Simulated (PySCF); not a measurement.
# C9H18OSi: NMR shifts at several levels of theory, part 2 of 2

PySCF 2.14.0. Atoms count from 0. The steps go on from the part before.

### Step 6. Shielding tensors: KT2/pcSseg-1

The job: settings as JSON, then the geometry in Å.

```
{"job": {"kind": "nmr", "xc": "KT2", "basis": "pcSseg-1", "pop": false}, "charge": 0, "multiplicity": 1}
C     -1.457745     1.456173     1.395452
Si    -1.930245    -0.025892     0.352902
C     -2.152748    -1.550976     1.421470
C     -3.466568     0.282899    -0.660766
O     -0.708917    -0.293619    -0.783681
C      0.631108    -0.149257    -0.612373
C      1.291328     0.894727    -1.134327
C      2.771256     1.086721    -0.985016
C      3.359418     0.193066     0.101762
C      2.821678    -1.226974    -0.015837
C      1.307555    -1.247764     0.157422
H     -0.529242     1.265324     1.956252
H     -1.288673     2.341435     0.763112
H     -2.249533     1.697433     2.122272
H     -3.026009    -1.439249     2.084344
H     -1.272299    -1.738497     2.055172
H     -2.315437    -2.441863     0.794799
H     -3.342051     1.169116    -1.301573
H     -3.679937    -0.578830    -1.312109
H     -4.342485     0.445641    -0.013137
H      0.716765     1.628720    -1.707168
H      2.990097     2.145578    -0.764400
H      3.274177     0.882511    -1.950283
H      4.459668     0.199753     0.048829
H      3.088991     0.598910     1.092965
H      3.077601    -1.628214    -1.011989
H      3.297830    -1.891650     0.722044
H      0.880595    -2.210371    -0.170135
H      1.042393    -1.153342     1.228206
```

Level: GIAO KT2/pcSseg-1 NMR shielding, non-relativistic, gas phase.

Log:

```text
coarse grid: 23648 points
cycle   1  E = -728.0704598567  dE =  9.402e-01  |g| = 1.026e+00  |ddm| = 4.874e+00
cycle   2  E = -727.6037309459  dE =  4.667e-01  |g| = 1.766e+00  |ddm| = 3.141e+00
cycle   3  E = -728.2929979764  dE = -6.893e-01  |g| = 3.542e-01  |ddm| = 2.520e+00
cycle   4  E = -728.3190073514  dE = -2.601e-02  |g| = 9.990e-02  |ddm| = 4.218e-01
cycle   5  E = -728.3203268079  dE = -1.319e-03  |g| = 6.515e-02  |ddm| = 1.530e-01
cycle   6  E = -728.3214516515  dE = -1.125e-03  |g| = 1.280e-02  |ddm| = 7.787e-02
cycle   7  E = -728.3214917871  dE = -4.014e-05  |g| = 3.913e-03  |ddm| = 1.752e-02
cycle   8  E = -728.3214950776  dE = -3.291e-06  |g| = 1.047e-03  |ddm| = 4.421e-03
final grid: 220704 points
cycle   9  E = -728.3815695873  dE = -3.467e-04  |g| = 2.389e-02  |ddm| = 7.773e-02
cycle  10  E = -728.3814112337  dE =  1.584e-04  |g| = 3.368e-02  |ddm| = 5.196e-02
cycle  11  E = -728.3816896740  dE = -2.784e-04  |g| = 4.275e-03  |ddm| = 3.622e-02
cycle  12  E = -728.3816924559  dE = -2.782e-06  |g| = 2.494e-03  |ddm| = 6.849e-03
cycle  13  E = -728.3816940450  dE = -1.589e-06  |g| = 4.514e-04  |ddm| = 2.791e-03
cycle  14  E = -728.3816940928  dE = -4.778e-08  |g| = 1.012e-04  |ddm| = 4.928e-04
cycle  15  E = -728.3816940954  dE = -2.578e-09  |g| = 2.507e-05  |ddm| = 1.205e-04
cycle  16  E = -728.3816940955  dE = -1.428e-10  |g| = 9.535e-06  |ddm| = 4.057e-05
converged SCF energy = -728.3816940955

GIAO shielding tensors (ppm)
atom      isotropic    diamagn.    paramagn.     s11        s22        s33       span
  0 C      185.107     258.631     -73.525    182.133    183.712    189.475      7.343
  1 Si     337.585     887.621    -550.036    316.726    330.860    365.169     48.443
  2 C      180.043     257.640     -77.598    171.175    180.019    188.935     17.760
  3 C      182.602     256.321     -73.718    173.630    183.033    191.144     17.515
  4 O      180.437     406.508    -226.071    128.370    178.817    234.124    105.754
  5 C       32.909     257.496    -224.587    -59.503     59.232     98.997    158.500
  6 C       78.339     257.059    -178.720     -2.863     94.952    142.929    145.793
  7 C      154.445     249.946     -95.501    147.899    154.339    161.097     13.197
  8 C      156.720     250.498     -93.778    151.594    158.255    160.309      8.715
  9 C      155.845     249.083     -93.238    151.184    154.196    162.157     10.972
 10 C      148.140     251.783    -103.642    139.324    143.522    161.575     22.252
 11 H       30.914      35.786      -4.871     26.493     29.816     36.433      9.940
 12 H       30.926      34.262      -3.337     27.081     28.737     36.959      9.878
 13 H       31.400      30.426       0.974     27.579     28.469     38.151     10.572
 14 H       31.276      29.537       1.739     27.216     28.572     38.040     10.824
 15 H       31.016      34.655      -3.639     26.836     29.998     36.213      9.377
 16 H       30.855      32.083      -1.228     27.823     28.111     36.631      8.808
 17 H       30.933      32.208      -1.275     26.608     28.876     37.314     10.706
 18 H       30.803      31.064      -0.261     26.821     28.593     36.994     10.173
 19 H       31.387      28.616       2.771     27.413     28.712     38.037     10.623
 20 H       26.137      35.912      -9.775     23.506     25.660     29.244      5.739
 21 H       29.078      29.424      -0.346     24.784     27.188     35.263     10.479
 22 H       28.818      28.426       0.392     24.537     26.694     35.224     10.688
 23 H       29.569      26.797       2.772     25.081     27.391     36.234     11.153
 24 H       29.876      31.992      -2.117     27.053     27.716     34.858      7.805
 25 H       29.597      30.370      -0.774     25.398     28.158     35.234      9.836
 26 H       29.428      28.739       0.689     24.510     27.916     35.859     11.348
 27 H       29.258      32.977      -3.719     24.377     30.244     33.153      8.776
 28 H       29.134      35.129      -5.995     24.663     29.579     33.160      8.498
```

Run time: 41 s. Hardware: 8 threads of Arm Neoverse V1, shared host.

Key values: δ C5 150.3, C6 104.9, C10 35.1, C7 28.8, H20 5.04, H21 2.23 ppm (means over like atoms).

### Step 7. Shielding tensors: HF/pcSseg-1

The job, as its differences from that of step 6:

```diff
@@ -1,2 +1,2 @@
-{"job": {"kind": "nmr", "xc": "KT2", "basis": "pcSseg-1", "pop": false}, "charge": 0, "multiplicity": 1}
+{"job": {"kind": "nmr", "xc": "HF", "basis": "pcSseg-1", "pop": false}, "charge": 0, "multiplicity": 1}
 C     -1.457745     1.456173     1.395452
```

Level: GIAO HF/pcSseg-1 NMR shielding, non-relativistic, gas phase.

Log:

```text
final grid: 220704 points
cycle   1  E = -714.9196870775  dE =  2.267e+00  |g| = 6.870e-01  |ddm| = 4.607e+00
cycle   2  E = -715.0404037864  dE = -1.207e-01  |g| = 3.371e-01  |ddm| = 7.847e-01
cycle   3  E = -715.0620172022  dE = -2.161e-02  |g| = 1.124e-01  |ddm| = 3.446e-01
cycle   4  E = -715.0651803450  dE = -3.163e-03  |g| = 1.355e-02  |ddm| = 1.235e-01
cycle   5  E = -715.0652415352  dE = -6.119e-05  |g| = 5.701e-03  |ddm| = 2.049e-02
cycle   6  E = -715.0652511830  dE = -9.648e-06  |g| = 1.365e-03  |ddm| = 7.367e-03
cycle   7  E = -715.0652524896  dE = -1.307e-06  |g| = 5.582e-04  |ddm| = 3.175e-03
cycle   8  E = -715.0652526833  dE = -1.937e-07  |g| = 2.030e-04  |ddm| = 1.308e-03
cycle   9  E = -715.0652527126  dE = -2.928e-08  |g| = 7.476e-05  |ddm| = 5.234e-04
cycle  10  E = -715.0652527166  dE = -4.037e-09  |g| = 2.185e-05  |ddm| = 2.154e-04
cycle  11  E = -715.0652527170  dE = -3.497e-10  |g| = 6.014e-06  |ddm| = 6.506e-05
converged SCF energy = -715.0652527170

GIAO shielding tensors (ppm)
atom      isotropic    diamagn.    paramagn.     s11        s22        s33       span
  0 C      192.579     258.139     -65.561    190.759    191.732    195.245      4.486
  1 Si     376.725     879.500    -502.775    364.593    375.055    390.527     25.934
  2 C      188.883     257.147     -68.264    182.345    189.919    194.385     12.040
  3 C      190.259     255.677     -65.419    183.390    191.663    195.723     12.332
  4 O      239.604     408.198    -168.594    192.358    239.849    286.604     94.246
  5 C       31.814     253.940    -222.126    -97.950     74.804    118.589    216.539
  6 C       77.601     256.406    -178.805    -31.219    107.498    156.524    187.743
  7 C      168.719     243.730     -75.011    163.357    169.591    173.208      9.851
  8 C      168.503     244.469     -75.966    164.770    168.638    172.100      7.331
  9 C      168.550     244.293     -75.743    166.261    167.025    172.364      6.103
 10 C      161.764     246.169     -84.405    152.561    159.457    173.273     20.712
 11 H       31.592      35.641      -4.049     26.843     30.246     37.687     10.844
 12 H       31.472      34.251      -2.779     27.305     28.985     38.125     10.821
 13 H       31.918      30.439       1.478     27.554     28.683     39.516     11.962
 14 H       31.875      29.598       2.277     27.445     28.844     39.336     11.891
 15 H       31.575      34.731      -3.155     26.849     30.419     37.457     10.608
 16 H       31.381      32.272      -0.892     27.797     28.350     37.995     10.198
 17 H       31.395      32.359      -0.964     26.582     29.240     38.363     11.781
 18 H       31.282      31.266       0.016     26.810     28.883     38.153     11.343
 19 H       31.948      28.660       3.288     27.554     29.007     39.283     11.729
 20 H       26.529      35.500      -8.971     23.143     25.779     30.666      7.524
 21 H       29.977      29.600       0.377     25.183     27.558     37.191     12.008
 22 H       29.752      29.071       0.681     25.205     27.127     36.925     11.720
 23 H       30.255      28.264       1.991     25.082     27.596     38.087     13.005
 24 H       30.631      30.274       0.357     27.438     28.211     36.245      8.806
 25 H       30.350      30.137       0.213     25.928     28.275     36.848     10.921
 26 H       30.210      29.411       0.799     24.879     28.096     37.656     12.777
 27 H       29.986      32.811      -2.825     24.356     30.565     35.037     10.681
 28 H       30.065      34.010      -3.945     25.022     30.244     34.929      9.907
```

Run time: 35 s. Hardware: 8 threads of Arm Neoverse V1, shared host.

This run: δ C5 159.0, C6 113.2, C10 29.1, C8 22.3, H20 5.16, H21 1.82 ppm (means over like atoms).

### Step 8. Comparing the runs: NMR shifts

Shifts (ppm) of some atoms, chosen among heavy atoms and hydrogens apart, means over like atoms, with basis size and wall time:

| run | C5 | C6 | C7 | H21 | H27 | Si1 | O4 | functions | time |
| --- | --- | --- | --- | --- | --- | --- | --- | --- | --- |
| PBE0/pcSseg-1 | 158.8 | 113.2 | 26.7 | 2.07 | 1.84 | 22.7 | 138.9 | 284 | 58 s |
| PBE/pcSseg-1 | 157.3 | 111.5 | 29.0 | 2.20 | 1.95 | 22.5 | 157.3 | 284 | 40 s |
| wB97X-D/pcSseg-1 | 159.9 | 113.7 | 25.8 | 1.97 | 1.78 | 22.6 | 130.1 | 284 | 73 s |
| KT2/pcSseg-1 | 150.3 | 104.9 | 28.8 | 2.23 | 1.98 | 23.5 | 150.2 | 284 | 41 s |
| HF/pcSseg-1 | 159.0 | 113.2 | 22.1 | 1.82 | 1.66 | 16.7 | 93.7 | 284 | 35 s |

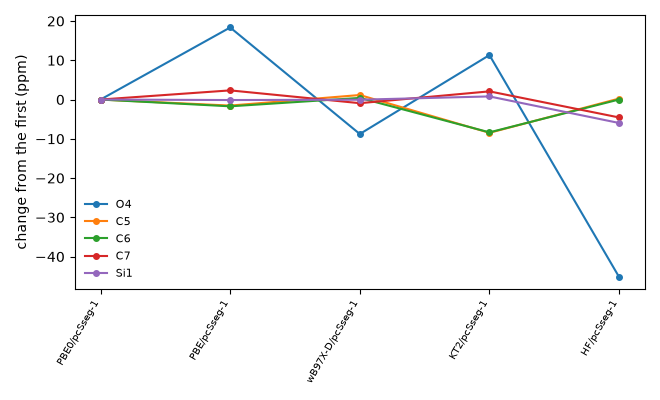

How five of the tabulated atoms move from run to run.

### Step 9. Results

The summary covers parts 1 to 2.

```
                                                               quantity                                          value
                                                            point group                                             C1
                                   rotational constants (main isotopes)                           1.82, 0.53, 0.49 GHz
13C shifts against TMS (PBE0/pcSseg-1, means over atoms taken as alike)  158.8, 113.2, 33.4, 26.7, 25.3, 24.9, 0.5 ppm
 1H shifts against TMS (PBE0/pcSseg-1, means over atoms taken as alike)         5.16, 2.07, 1.84, 1.55, 1.37, 0.11 ppm
                                29Si shifts against TMS (PBE0/pcSseg-1)                                       22.7 ppm
                                 17O shifts against H2O (PBE0/pcSseg-1)                                      138.9 ppm
                                               range of the shift of O4                              93.7 to 157.3 ppm
```

Single values in the summary come from the first run of each kind that ended normally (PBE0/pcSseg-1), which need not be the best level. Over 16 steps the energy fell by 0.178 eV; of the close pairs, Si1–O4 changed most, 1.635 to 1.690 Å. No frequency check was run at this level, so the end point may be a saddle. The most deshielded carbon is C5 (alkene carbon bearing oxygen), at 158.8 ppm: an sp2 carbon further deshielded by the attached heteroatom. The most deshielded hydrogen is H20 (hydrogen on a β carbon of an enol-ether or enamine type C=C), at 5.16 ppm: olefinic region. At PBE0/pcSseg-1: The widest tensor belongs to C5: span 186 ppm, with a paramagnetic part of -230 ppm. In ppm, O4 moves most: its shift spreads over 63.5 ppm, from 93.7 (HF/pcSseg-1) to 157.3 (PBE/pcSseg-1).
